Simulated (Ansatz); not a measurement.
Ga$_{3}$Sb$_{2}$N

The calculation's input:

```
crystal:
  lattice:
    - [-1.9823673199, 1.9823673199, 8.3796076918]
    - [1.9823673199, -1.9823673199, 8.3796076918]
    - [1.9823673199, 1.9823673199, -8.3796076918]
  atoms:
    - { symbol: "N", position: [0.0, 0.0, 0.0] }
    - { symbol: Ga, position: [0.5521184095, 0.0521184095, 0.5] }
    - { symbol: Sb, position: [0.652476595, 0.652476595, 0.0] }
    - { symbol: Ga, position: [0.25, 0.75, 0.5] }
    - { symbol: Sb, position: [0.347523405, 0.347523405, 0.0] }
    - { symbol: Ga, position: [0.9478815905, 0.4478815905, 0.5] }
kpoints:
  mp_grid: { grid: [6, 6, 6] }
  band_path:
    path:
      - [0.0, 0.0, 0.0]
      - [0.0, 0.0, 0.5]
      - [0.25, 0.25, 0.25]
      - [0.0, 0.5, 0.0]
      - [0.5, 0.5, -0.5]
      - [0.263991391, 0.736008609, -0.263991391]
      - [-0.263991391, 0.263991391, 0.263991391]
      - [-0.0279827821, 0.0279827821, 0.5]
      - [0.5, 0.5, -0.0279827821]
    npoints: 1
hamiltonian:
  xc: hse06
scf:
  occupations: { method: fermi_dirac, width: 0.02 }
  n_extra_bands: 5
output:
  forces: true
  stress: true
  eigenvalues: true
  write_density: true
  write_potential: true
  elf: true
  volumetric_format: npy
```

Command:

```sh
ansatz run input.yaml --threads 4 --pin off --max-ram 6451MiB --backend cpu --events-out ev --progress --plain --runs-dir out
```

Below, planes, directions and counts refer to the conventional cell (a = 3.96 Å, b = 3.96 Å, c = 16.76 Å, α = 90.00°, β = 90.00°, γ = 90.00°).

Space group I-4m2; started from the ordered alloy on zincblende lattice prototype, which need not be the ambient phase.

Level of theory: DFT, HSE06, plane waves, PAW in Ansatz 0.2.0.

Predict the valence pseudo-density and electron localisation function between the atoms.

Answer. Ga–N (2.17 Å): ρ at the midpoint is about 0.49 e/Å³; the ELF peaks at about 0.85 in the valence shell of N, 0.7 Å from its nucleus, and is about 0.45 at the midpoint.
Ga–Sb (2.57 Å): ρ at the midpoint is about 0.47 e/Å³; the ELF peaks at about 0.70 between the atoms.

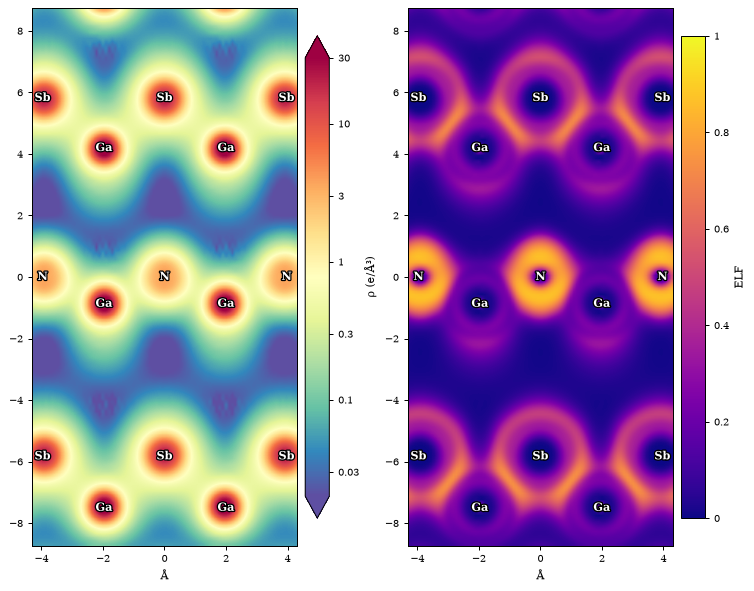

Computed valence pseudo-density and electron localisation function on the (010) plane of the conventional cell, in this order. 

In a PAW calculation such maps are meaningful between the atoms, not at the nuclei.
